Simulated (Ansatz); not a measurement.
CHCl2FGaN: single-point calculation

CHCl2FGaN, computed with RKS PBE0-D4/def2-TZVPP (Ansatz 0.2.0).

The geometry comes from this level: PBE0-D4/def2-TZVP.

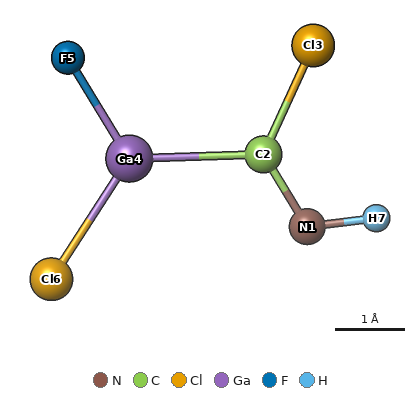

*The structure as given in the input (ball-and-stick view, seen at an oblique angle; atoms are numbered from 1 in the order of the input). Sticks mark near contacts.*

Bond lengths as drawn: Cl–Ga 2.11 Å, C–Cl 1.76 Å, C–Ga 1.97 Å, C–N 1.25 Å, F–Ga 1.74 Å and H–N 1.02 Å.

Results in brief:

| quantity | value |
| --- | --- |
| outcome | converged |
| total energy | −82668.2794 eV |
| mean-field energy | −82668.0872 eV |
| dispersion energy | −0.1923 eV |
| SCF solution under orbital rotations | stable |
| HOMO | −8.65 eV |
| LUMO | −2.37 eV |
| hardware | 4 threads of Intel Xeon, 15 GiB of memory available, shared host |
| wall time | 2.3 s (CPU time 8.3 s) |
| peak memory | 0.89 GiB |

The input:
```yaml
crystal:
  periodic: [false, false, false]
  atoms:
    - {symbol: N, position_ang: [0.666816, -1.312717, 0.735779]}
    - {symbol: C, position_ang: [0.366903, -0.570223, -0.221582]}
    - {symbol: Cl, position_ang: [0.794275, -0.890438, -1.902447]}
    - {symbol: Ga, position_ang: [-0.652748, 1.081134, 0.114752]}
    - {symbol: F, position_ang: [-1.100149, 2.102072, -1.221716]}
    - {symbol: Cl, position_ang: [-1.269328, 1.737250, 2.023804]}
    - {symbol: H, position_ang: [1.194241, -2.147088, 0.471420]}
basis:
  gaussian: {orbitals: def2-TZVPP}
hamiltonian: {xc: pbe0, dispersion: d4}
output: {orbitals: {seedname: orbitals}}
```

Launched with:
```bash
ansatz run in.yaml --threads 4 --pin off --events-out ev --progress --plain --max-ram 10444MiB
```

Output:
```
Functional definition: PBE0
  name "PBE0"
  cite "Adamo & Barone, J. Chem. Phys. 110, 6158 (1999) doi:10.1063/1.478522"
  cite "Perdew, Burke & Ernzerhof, Phys. Rev. Lett. 77, 3865 (1996) doi:10.1103/PhysRevLett.77.3865"
  parent pbe
  parameter a = 0.25
  parameter kappa = 0.804
  parameter beta = 0.06672455060314922
  exchange = (1 - a)*pbe_x(kappa = kappa, mu = beta*pi^2/3) + a*exact_x
  correlation = pbe_c(beta = beta)
1613 factors; their error is unknown
mean field evaluation 1: about -82659.2757 eV, gradient 6.9e1 eV
mean field evaluation 2: about -82636.6277 eV, gradient 1.3e2 eV
mean field evaluation 4: about -82667.6061 eV, gradient 1.1e1 eV
mean field evaluation 8: about -82667.8177 eV, gradient 6.3e-2 eV
mean field evaluation 16: about -82668.0871 eV, gradient 5.0e-5 eV
mean field -82668.08712616 eV, -3037.9961674443 hartree, gradient 5.0e-5 eV, S^2 0.000000; 0 other end points of the search recorded, 0 dependent functions left out
reference -82668.08715595 eV, -3037.9961685390 hartree; 44, 44 occupied and 195, 195 virtual orbitals, 1613 factors
Total energy: -82668.27942662 eV, -3038.0032343560 hartree
```

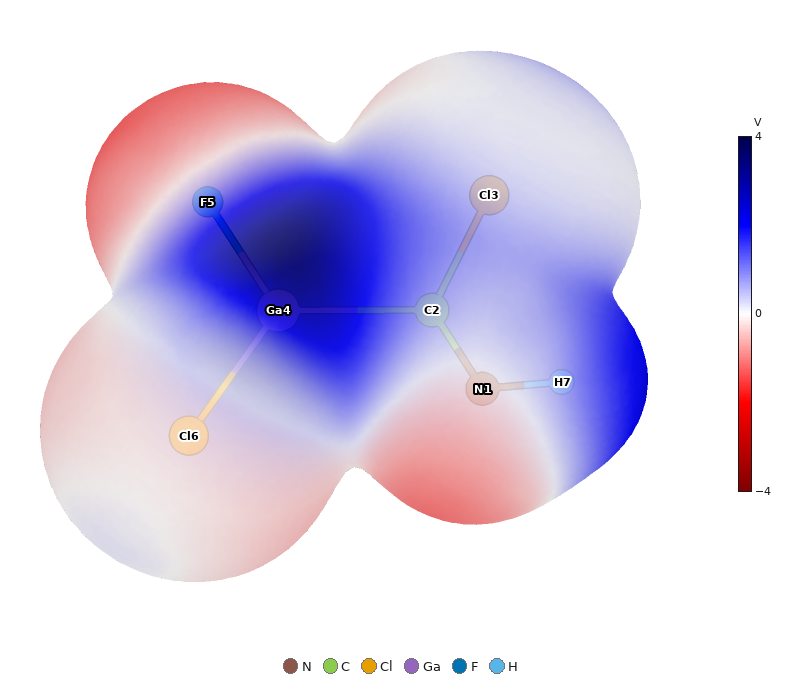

*The molecular electrostatic potential painted on the density surface at 0.002 e/bohr³, seen at a tilt; red is negative and blue positive.*

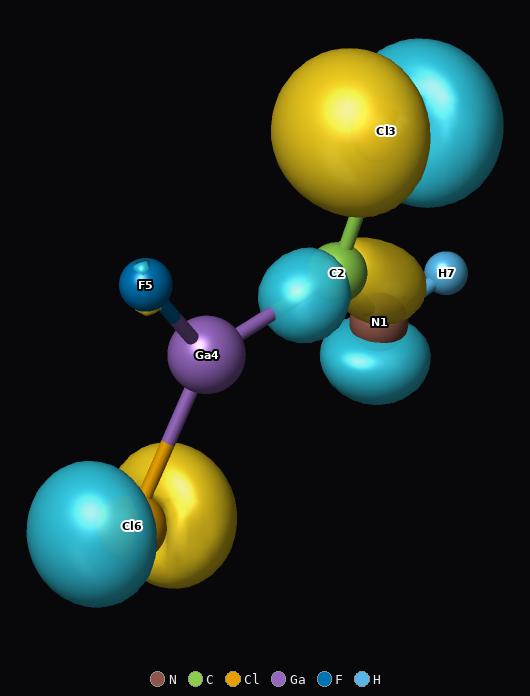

*One frontier orbital at ±0.15 Å⁻³ᐟ² (yellow and cyan are the two phases), seen at an oblique angle.*

The HOMO−1, at −9.28 eV.

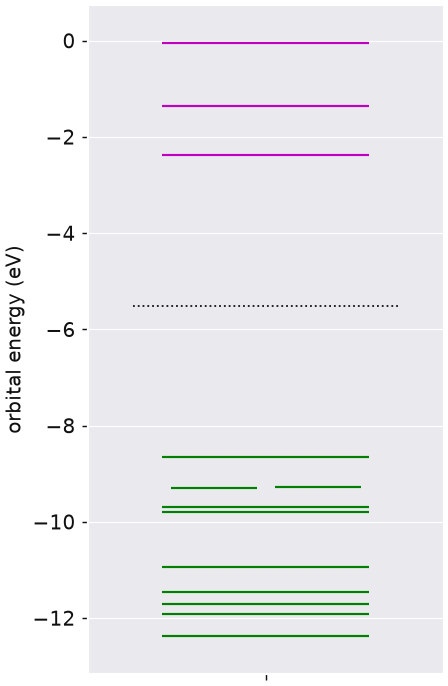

*Orbital energies near the frontier; the dotted line parts filled from empty levels, and levels within 0.02 eV of each other stand side by side.*

Highest filled −8.65 eV, lowest empty −2.37 eV, 6.28 eV apart.
